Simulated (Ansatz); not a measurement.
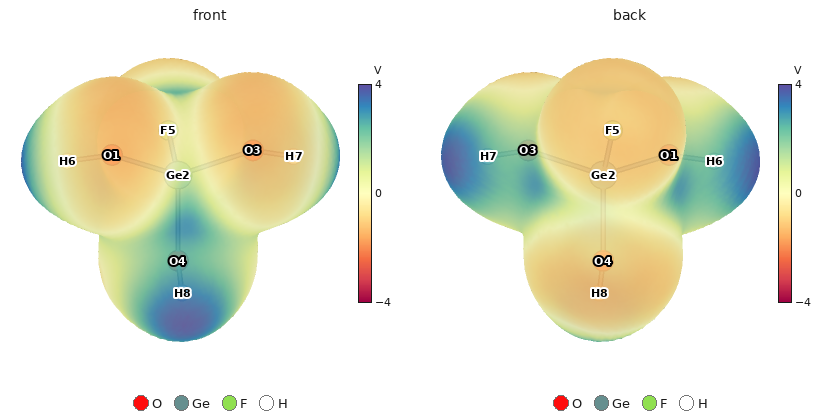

Figure 1: FGeH₃O₃ (SMILES [OH][Ge]([OH])([OH])[F]). The electrostatic potential painted on the density surface at 0.004 e/bohr³, seen from the front and from behind; the colour scale runs from red (negative) to blue (positive).

Geometry: PBE0-D4/def2-TZVP.

Level of theory: RKS PBE0-D4/def2-TZVPP in Ansatz 0.2.0.

```yaml
atoms:
  - { symbol: O, position_ang: [-0.9474, 1.2021, 0.7745] }
  - { symbol: Ge, position_ang: [0.0924, 0.1618, -0.1612] }
  - { symbol: O, position_ang: [1.5525, 0.0367, 0.7829] }
  - { symbol: O, position_ang: [-0.6226, -1.3812, -0.5865] }
  - { symbol: F, position_ang: [0.4174, 0.8535, -1.7008] }
  - { symbol: H, position_ang: [-1.7533, 1.4378, 0.3076] }
  - { symbol: H, position_ang: [2.2354, -0.4761, 0.3428] }
  - { symbol: H, position_ang: [-0.8822, -1.8918, 0.1850] }
```

Where is the surface potential most negative and most positive?

The most negative region (about −1.4 V) lies over O1, O3 and O4, the most positive (about +3.8 V) over H6, H7 and H8.
